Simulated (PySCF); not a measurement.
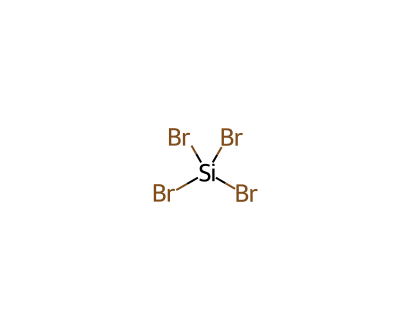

Structural formula above. The computed structure is the end point of a PBE0-D3(BJ)/def2-TZVP optimisation. No frequency run is at hand to confirm it as a minimum.

Describe the 3D structure.

It has 5 atoms: 1 silicon and 4 bromine (SiBr₄). SMILES: `Br[Si](Br)(Br)Br`. This geometry has Td symmetry. Coordination: 1 Si tetrahedral.

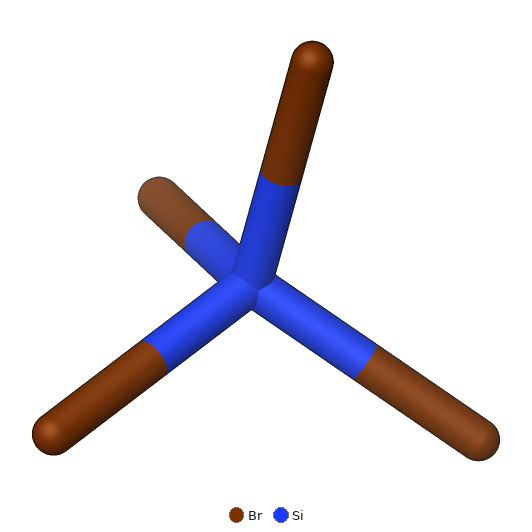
